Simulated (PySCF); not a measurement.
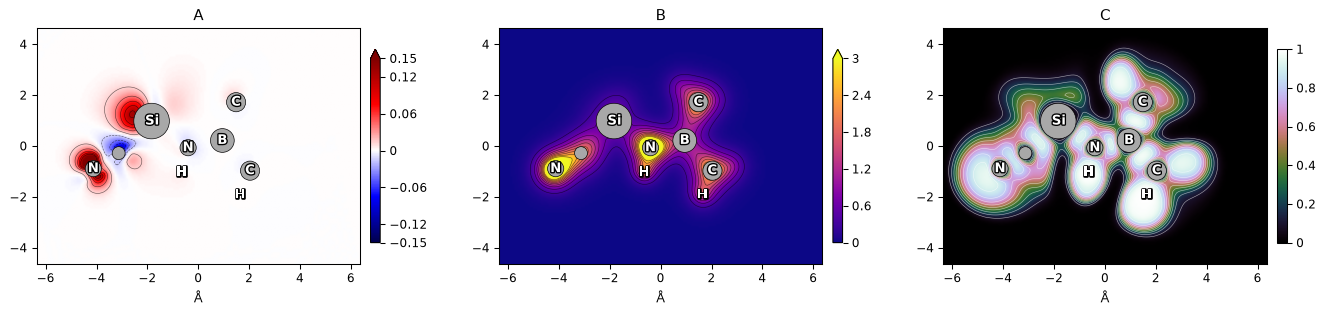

C$_{3}$H$_{9}$BN$_{2}$Si (charge −1, doublet): 3 fields on the plane of atoms Si5, N4 and H14, with unlabelled colour scales. Grey discs cover the atomic cores.

Geometry: GFN2-xTB.

All numbers below come from UKS B3LYP, pcH-1 on B C H N Si, non-relativistic, mean-field spin-orbit, GIAO in PySCF.

Match the panels to the quantities (electron density, electron localisation function and spin density).

Panel A: spin density (confined to the atoms that carry the unpaired spin). Panel B: electron density. Panel C: electron localisation function. From the grid: B–N (1.38 Å): the density is about 2 e/Å³ at the midpoint; the ELF peaks at about 0.90 between the atoms: a polar covalent bond. C–B (1.60 Å): ρ is about 1.3 e/Å³ halfway; the ELF peaks at about 1 between the atoms: localised, covalent bonding.
